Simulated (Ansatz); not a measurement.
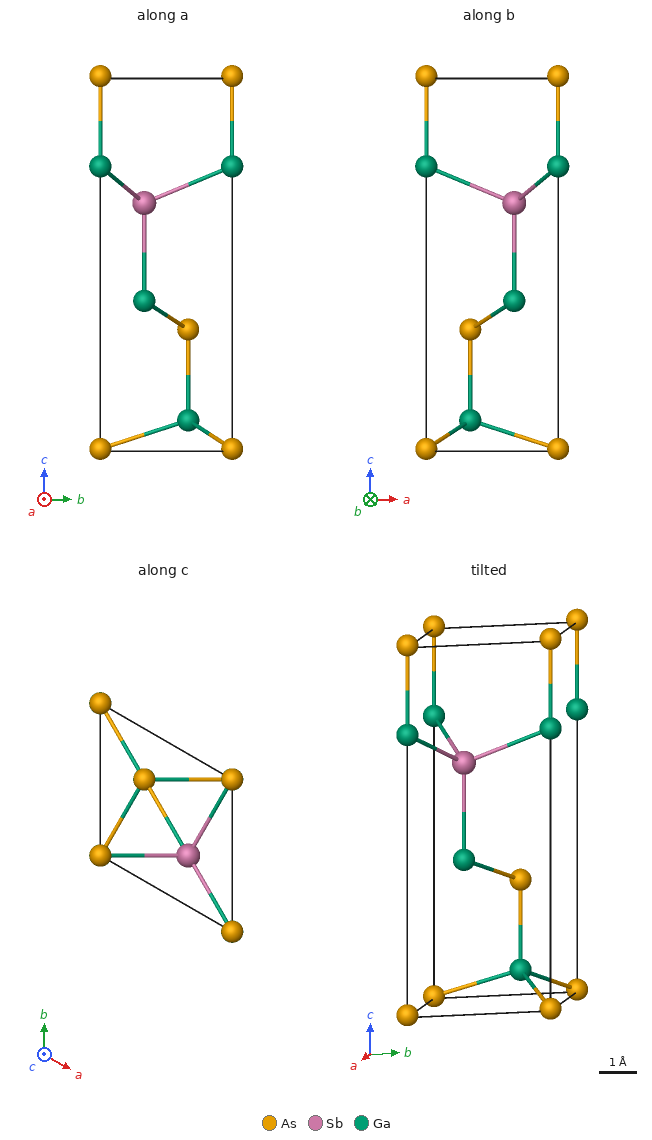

An orthographic ball-and-stick view of the structure, along the a axis, along the b axis, along the c axis and slightly off an axis. The frame is the conventional unit cell; atoms at its boundary are shown with their periodic copies.

Lattice parameters: a = 4.1249 Å, b = 4.1249 Å, c = 10.1016 Å, α = 90.000°, β = 90.000°, γ = 120.000°.

Question: Transcribe the picture into a CIF in P1 with every atom of the cell, with free fractional coordinates to two decimals.

Answer:
```cif
data_structure
_symmetry_space_group_name_H-M 'P 1'
_symmetry_Int_Tables_number 1
_cell_length_a 4.1249
_cell_length_b 4.1249
_cell_length_c 10.1016
_cell_angle_alpha 90.000
_cell_angle_beta 90.000
_cell_angle_gamma 120.000
_cell_volume 148.85
loop_
_atom_site_label
_atom_site_type_symbol
_atom_site_fract_x
_atom_site_fract_y
_atom_site_fract_z
_atom_site_occupancy
As1 As 0.00 0.00 0.01 1
As2 As 0.3333 0.6667 0.33 1
Sb1 Sb 0.6667 0.3333 0.67 1
Ga1 Ga 0.3333 0.6667 0.08 1
Ga2 Ga 0.6667 0.3333 0.40 1
Ga3 Ga 0.00 0.00 0.76 1
```

Provenance: a structure type filled with these elements by a generator (whether the compound takes this form wasn't checked). The geometry is the end of a relaxation with DFT, r2SCAN, plane waves, PAW (Ansatz 0.2.0).
